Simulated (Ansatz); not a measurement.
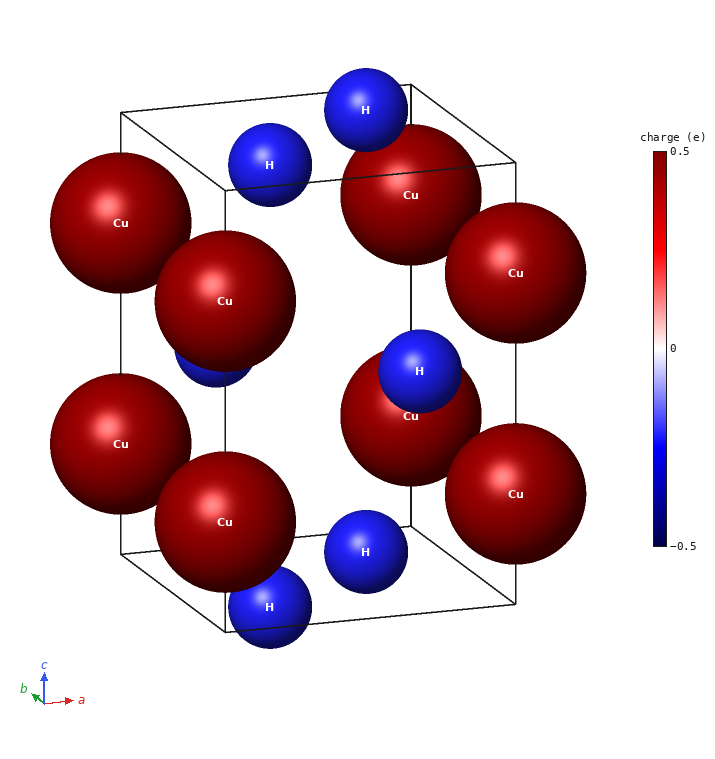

We look at a spheres-only model of the crystal slightly off an axis. Atoms at the boundary of the simulation cell (the box) are drawn once for each face, edge or corner they touch. The atoms of this CuH$_{2}$ cell are coloured by their Bader charge.

Electronic-structure method: Ansatz 0.2.0, DFT PBE, scalar-relativistic, plane waves, PAW. Parameters: a plane-wave cutoff of 420 eV, k-point mesh 12×12×8, Gaussian smearing of 0.1 eV, no spin polarisation.

### Interpret the colouring.

Most positive: Cu; most negative: H. Charges: about Cu +0.4 e; H -0.2 e.

Source of the structure: a random cell made by a generator, so it need not be a real form of the compound. Earlier steps of the study may have refined or changed the cell and positions. It went into a calculation with Ansatz.
